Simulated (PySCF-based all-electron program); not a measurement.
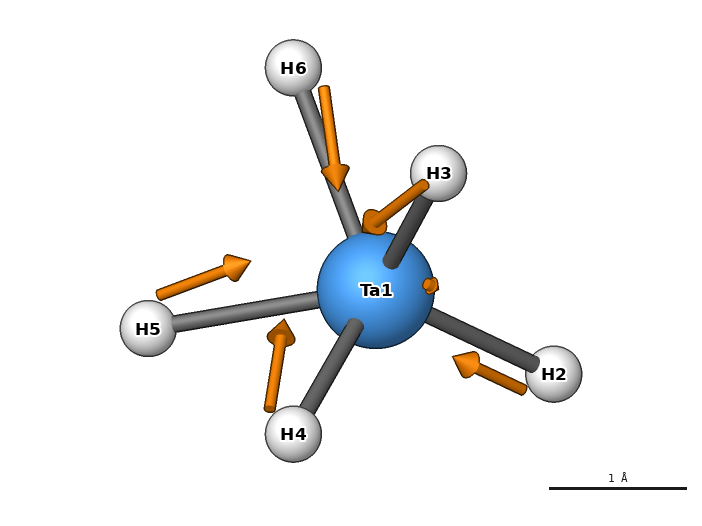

Arrows show the forces on the atoms, 10 Å of arrow for 1 eV/Å; forces under a tenth of the largest aren't drawn. The species is neutral and a spin singlet. Level of theory: PBEsol, all-electron, scalar-relativistic (Koelling-Harmon), large uncontracted Gaussian sets (PySCF-based all-electron program).

> Along which bond is the force strongest?

Ta1–H2, now 1.784 Å: the forces pull its atoms together, so a first step downhill shortens it.

List the force components in the frame of the picture (x right, y up, z towards the viewer), in eV/Å.

| atom | Fx | Fy | Fz |
| --- | --- | --- | --- |
| Ta1 | 0.01 | 0.00 | −0.01 |
| H2 | −0.05 | 0.02 | 0.04 |
| H3 | −0.05 | −0.04 | −0.06 |
| H4 | 0.01 | 0.07 | −0.05 |
| H5 | 0.07 | 0.03 | 0.04 |
| H6 | 0.01 | −0.08 | 0.03 |
